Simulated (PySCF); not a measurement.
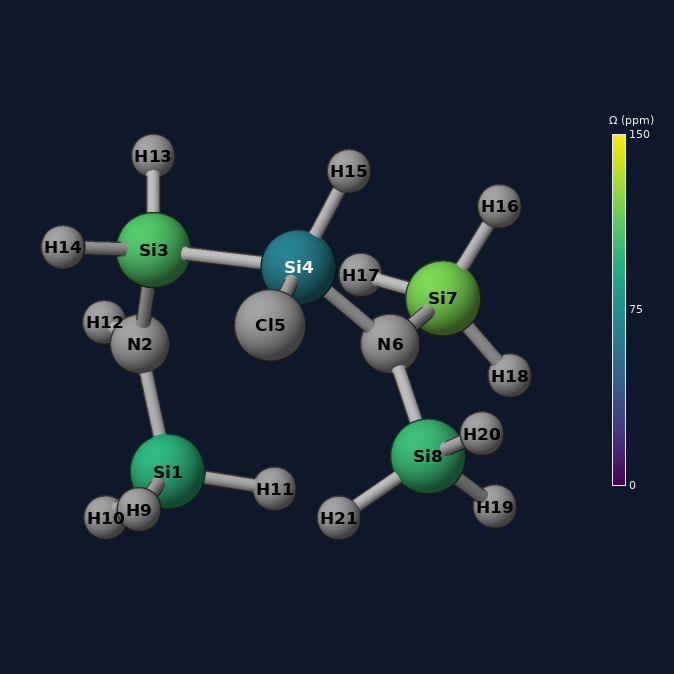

The Si atoms are coloured by the span of their shielding tensor. The computed structure is the end point of a GFN2-xTB optimisation. No frequency run is at hand to confirm it as a minimum. Level of theory: GIAO PBE0/pcSseg-1 NMR shielding, non-relativistic, gas phase (PySCF 2.14.0). Principal shieldings σ11 ≤ σ22 ≤ σ33, span Ω = σ33 − σ11, skew κ = 3(σiso − σ22)/Ω.

Give the shielding tensors of the Si atoms.

| atom | σ11 | σ22 | σ33 | σiso | Ω | κ |
| --- | --- | --- | --- | --- | --- | --- |
| Si1 | 361.8 | 386.1 | 458.8 | 402.2 | 97.0 | 0.50 |
| Si3 | 356.1 | 386.9 | 465.1 | 402.7 | 109.0 | 0.43 |
| Si4 | 316.5 | 355.8 | 381.3 | 351.2 | 64.8 | −0.21 |
| Si7 | 353.6 | 372.2 | 473.3 | 399.7 | 119.7 | 0.69 |
| Si8 | 353.4 | 374.4 | 455.7 | 394.5 | 102.3 | 0.59 |

Shieldings and span in ppm.

The geometry is semi-empirical. Around Si such bond lengths and angles can be off by a tenth of an ångström or more and by several degrees, and values that hang on the shape move with them.
